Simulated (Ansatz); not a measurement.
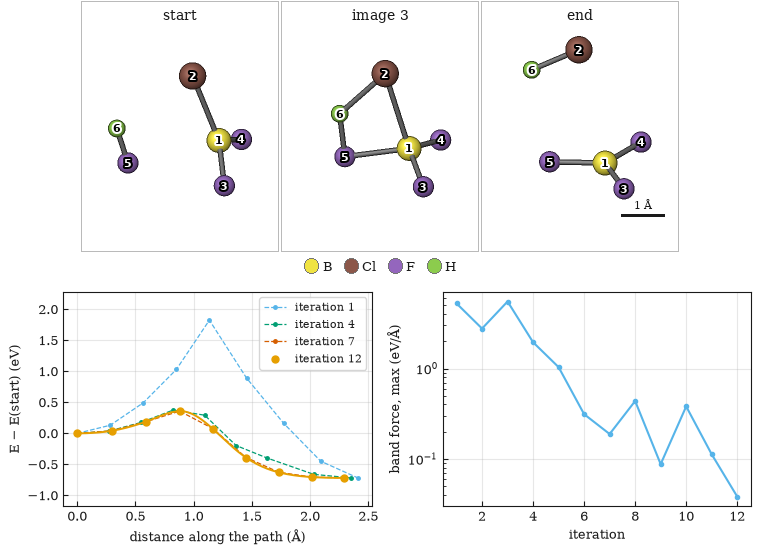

A search for the minimum-energy path of BHClF$_{3}$, made up at the start of BClF2 and HF by the nudged elastic band. Images are numbered from 0 (start) to 8 (end). The plot follows the band through its iterations. A ball-and-stick model, seen at a tilt.

These are results of RKS BLYP-D4/def2-SVP in Ansatz 0.2.0, not measurements. Run with 7 movable images; climbing image; force threshold 0.05 eV/Å; iteration limit 60; starting path through a guess of the saddle point.

How did the profile develop, and is the result final?

The result is final at these settings. The band converged in 12 iterations. The largest component of the band force went from 5.2 to 0.038 eV/Å. The climbing image converged on the top of the path. Its vibrational analysis gives one imaginary mode (733i cm⁻¹), as a transition state must have. The first iteration put the highest image at 1.83 eV. The highest point, image 3, lies 0.36 eV above the start and 1.08 eV above the end; the end is at −0.72 eV relative to the start.

Limits of the set-up: the start holds two separate molecules, 2.3 Å apart at their closest, whose relative position is a soft coordinate.
